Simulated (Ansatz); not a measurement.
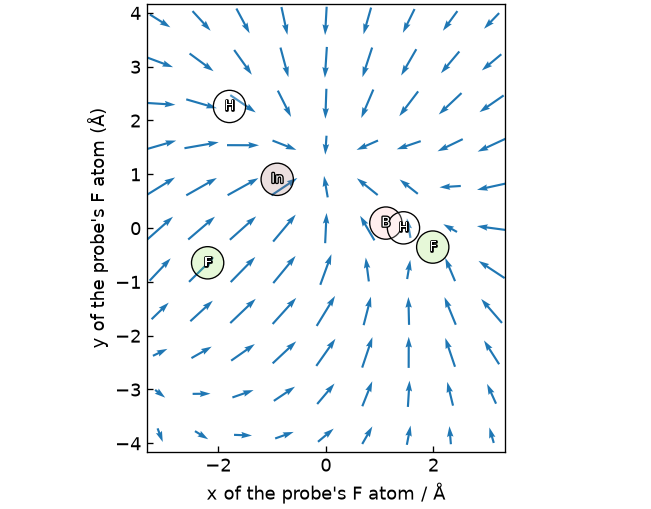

BF₂H₂In (SMILES F[BH][InH][F]) with the probe HF. The probe is moved over a plane parallel to the molecule's main plane, 4.01 Å above it. First axis: x of the probe's F atom. Second axis: y of the probe's F atom. Nothing is relaxed (molecule and probe rigid, the probe upright with F nearest the plane). Grid: 9 × 11 points. Theory: RKS PBE-D4/def2-SVPD in Ansatz 0.2.0.

Drawn: arrows along the force (downhill), their lengths compressed, labelled circles for the molecule's atoms, projected on the plane.

### The arrows alone are given. Where is the energy lowest?

The arrows converge at about x of the probe's F atom = −0.03 Å, y of the probe's F atom = 1.23 Å (read from the interpolated surface).

The energy map of the same scan:

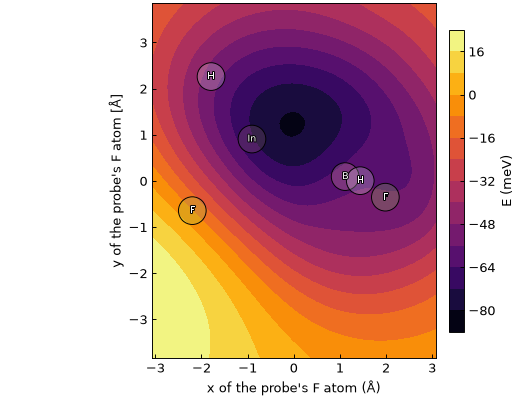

Energies are in meV, from molecule and probe far apart, each relaxed in its own basis (no counterpoise correction); between grid points the surface is interpolated.
